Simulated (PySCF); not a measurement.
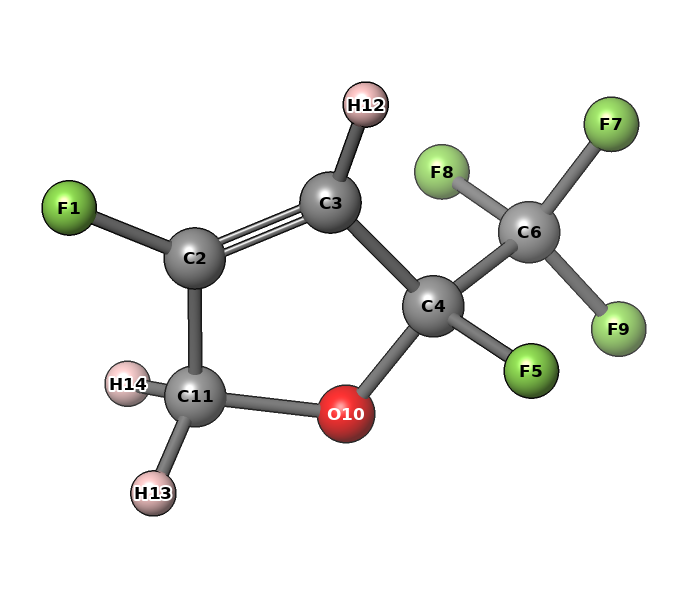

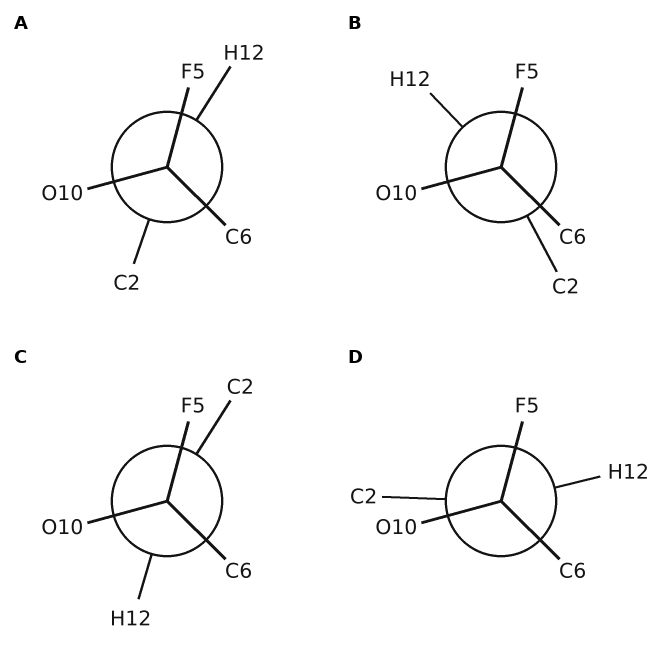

Distant atoms are faded towards the background colour. Bonds that would overlap in a projection are set slightly apart. Computed geometry: PBE0-D3(BJ)/def2-SVP optimisation. No frequency run is at hand to confirm it as a minimum.

Q: Which Newman projection shows the view along C4–C3, with C4 in front?

A: D. The torsion angle F5–C4–C3–C2 is −116°, anticlinal.
